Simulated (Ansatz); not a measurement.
# One shape, several levels: AlH3 (SMILES [H][Al]([H])[H])

We compute a comparison of 6 runs (PBE/3-21G, CAM-B3LYP/6-31G*, UMP2/3-21G, CCSDT(Q)/6-31G*, CCSD(T)/6-31G*, FCI/3-21G) of AlH3. 

The calculation is run with Ansatz 0.2.0.

61 further runs of the same task are left out: 2 that didn't finish, 59 set aside as unsound or not needed.

## 1. The structure to begin with

AlH3 has 4 atoms, charge 0, and is taken as a singlet. SMILES: `[H][Al]([H])[H]`. The H2–Al1 distance was set to 3.883 Å, away from the relaxed value. At this shape a bond of the SMILES string is far longer than usual.

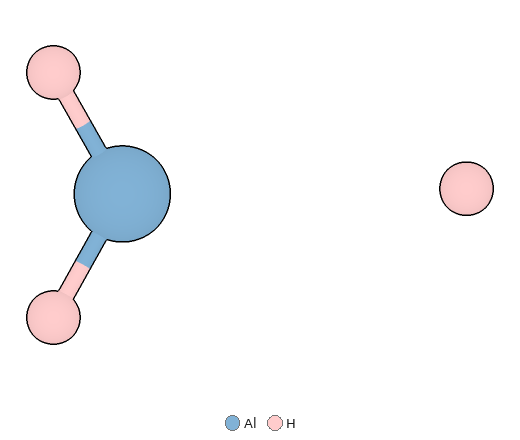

The structure, seen from a chosen angle (aluminium light blue, hydrogen pink).

## 2. A single-point energy at PBE/3-21G (run 1)

input.yaml

```yaml
crystal:
  periodic: [false, false, false]
  atoms:
    - symbol: Al
      position_ang: [-2.329030, 0.045731, -0.021865]
    - symbol: H
      position_ang: [1.552650, -0.030520, 0.014610]
    - symbol: H
      position_ang: [-3.078830, 1.405591, -0.041005]
    - symbol: H
      position_ang: [-3.131850, -1.283549, -0.017405]
basis:
  gaussian:
    orbitals: 3-21G.json
hamiltonian:
  xc: pbe
accuracy: high
```

The basis set 3-21G is read from a file made from the Basis Set Exchange's data (not shown).

Run with:

```console
$ ansatz run input.yaml --threads 1 --pin off --max-ram 2610MiB --events-out events.jsonl --progress --plain --runs-dir runs
```

The log of the run:

```text
Warning: RAYON_NUM_THREADS=1 ignored (pool sized by the plan → 1); use --threads N
Functional definition: PBE
  name "PBE"
  parameter kappa = 0.804
  parameter beta = 0.06672455060314922
  exchange = pbe_x(kappa = kappa, mu = beta*pi^2/3)
  correlation = pbe_c(beta = beta)
360 factors; integrals over basis functions are off by at most 2.6e-9 eV
mean field evaluation 1: about -6595.1416 eV, gradient 2.1e1 eV
mean field evaluation 2: about -6587.5987 eV, gradient 2.3e1 eV
mean field evaluation 4: about -6599.4968 eV, gradient 2.5e0 eV
mean field evaluation 8: about -6599.4968 eV, gradient 2.5e0 eV
mean field evaluation 16: about -6599.5286 eV, gradient 6.6e-9 eV
mean field -6599.52861358 eV, -242.5282032279 hartree, gradient 5.9e-8 eV, S^2 0.000000; 0 other end points of the search recorded, 0 dependent functions left out
reference -6599.52861689 eV, -242.5282033496 hartree; 8, 8 occupied and 11, 11 virtual orbitals, 360 factors
Total energy: -6599.52861689 eV, -242.5282033496 hartree
```

It took 0.62 s on 1 thread of Arm Neoverse V2, shared host.

## 3. A single-point energy at CAM-B3LYP/6-31G(d) (spherical functions) (run 2)

in.yaml

```yaml
basis:
  gaussian:
    orbitals: 6-31G_st_-spherical.json
crystal:
  periodic: [false, false, false]
  atoms:
    - {symbol: Al, position_ang: [-2.329030, 0.045731, -0.021865]}
    - {symbol: H, position_ang: [1.552650, -0.030520, 0.014610]}
    - {symbol: H, position_ang: [-3.078830, 1.405591, -0.041005]}
    - {symbol: H, position_ang: [-3.131850, -1.283549, -0.017405]}
hamiltonian:
  xc: {name: CAM-B3LYP}
accuracy: high
```

The basis set 6-31G* is read from a file made from the Basis Set Exchange's data (not shown).

Run with:

```console
$ ansatz run in.yaml --threads 1 --pin off --max-ram 2610MiB --events-out events.jsonl --progress --plain --runs-dir runs
```

The log of the run:

```text
Warning: RAYON_NUM_THREADS=1 ignored (pool sized by the plan → 1); use --threads N
Functional definition: CAM-B3LYP
  name "CAM-B3LYP"
  parameter alpha = 0.19
  parameter beta = 0.46
  parameter omega = 0.33/bohr
  parameter ac = 0.81
  exchange = (1 - alpha - beta)*b88_x + beta*b88_x_sr(omega) + alpha*exact_x + beta*exact_x_lr(omega)
  correlation = (1 - ac)*vwn5_c + ac*lyp_c
437 factors; integrals over basis functions are off by at most 3.6e-9 eV
215 factors; integrals over basis functions are off by at most 1.8e-9 eV
mean field evaluation 1: about -6636.3496 eV, gradient 1.6e1 eV
mean field evaluation 2: about -6630.9917 eV, gradient 1.9e1 eV
mean field evaluation 4: about -6639.2450 eV, gradient 4.1e0 eV
mean field evaluation 8: about -6639.3950 eV, gradient 4.3e-1 eV
mean field evaluation 16: about -6639.3965 eV, gradient 5.4e-6 eV
mean field -6639.39645446 eV, -243.9933193567 hartree, gradient 2.8e-8 eV, S^2 0.000000; 0 other end points of the search recorded, 0 dependent functions left out
reference -6639.39647210 eV, -243.9933200053 hartree; 8, 8 occupied and 16, 16 virtual orbitals, 437 factors
Total energy: -6639.39647210 eV, -243.9933200053 hartree
```

It took 0.85 s on 1 thread of Arm Neoverse V2, shared host.

Runs 3 to 5 aren't shown in full; the table further down has their settings and results.

## 4. A single-point energy at FCI/3-21G (run 6)

Edit in.yaml of step 3 so:

```diff
@@ -1,4 +1 @@
-basis:
-  gaussian:
-    orbitals: 6-31G_st_-spherical.json
 crystal:
@@ -10,4 +7,8 @@
     - {symbol: H, position_ang: [-3.131850, -1.283549, -0.017405]}
-hamiltonian:
-  xc: {name: CAM-B3LYP}
+basis:
+  gaussian:
+    orbitals: 3-21G.json
+correlation:
+  method: fci
+  frozen_orbitals: {Al: 5, H: 0}
 accuracy: high
```

The basis set 3-21G is read from a file made from the Basis Set Exchange's data (not shown).

Run with:

```console
$ ansatz run in.yaml --threads 1 --pin off --max-ram 2610MiB --events-out events.jsonl --progress --plain --runs-dir runs
```

The log of the run, cut to the lines that bear on the results:

```text
Warning: RAYON_NUM_THREADS=1 ignored (pool sized by the plan → 1); use --threads N
Functional definition: HF
  name "HF"
[...]
360 factors; integrals over basis functions are off by at most 2.6e-9 eV
[...]
mean field -6587.31641778 eV, -242.0794133098 hartree, gradient 7.7e-8 eV, S^2 0.000000; 1 other end points of the search recorded, 0 dependent functions left out; unrestricted orbitals would lower it
unrestricted determinant -6590.07965845 eV, -242.1809605314 hartree, S^2 0.9790
5 core orbitals not correlated: weight in the atoms' cores, before any rotation towards them, 1.000 or more for the frozen orbitals, at most 0.000 for the correlated occupied ones
reference -6587.31641778 eV, -242.0794133098 hartree; 3, 3 occupied and 11, 11 virtual orbitals, 360 factors
state -6591.35147827 eV, -242.2276990479 hartree
Total energy: -6591.35147827 eV, -242.2276990479 hartree
```

Wall time 0.42 s (1 thread of Arm Neoverse V2, shared host).

## 5. All runs side by side

| run | level | frozen core orbitals | energy (Eh) | wall time |
| --- | --- | --- | --- | --- |
| 1 | PBE/3-21G | – | -242.528203 | 0.62 s |
| 2 | CAM-B3LYP/6-31G* (spherical functions) | – | -243.993320 | 0.85 s |
| 3 | UMP2/3-21G | 5 | -242.210718 | 0.12 s |
| 4 | CCSDT(Q)/6-31G* (spherical functions) | 5 | -243.565920 | 0.4 s |
| 5 | CCSD(T)/6-31G* (spherical functions) | 5 | -243.567126 | 0.2 s |
| 6 | FCI/3-21G | 5 | -242.227699 | 0.42 s |

## 6. Summary of results

| quantity | value |
| --- | --- |
| run 6: total energy | -242.22770 Eh |
| run 6: correlation energy (5 core orbitals frozen) | -148.3 mEh |

In words: Against full CI in this basis: UMP2 +17.0 mEh. Totals of different functionals can't be ranked against each other. In run 5 the T1 diagnostic is large, so a single reference may not serve. In runs 4, 5 the log says that unrestricted orbitals would lower the reference, so the values rest on an unstable closed-shell determinant (other closed-shell runs at this shape may share the fault). Spin contamination of the reference: run 3 ⟨S²⟩ = 0.98. Where it is this large, the reference is a mixture of spin states, and values that rest on it are in doubt. All runs together took 2.6 s, the longest 0.85 s.
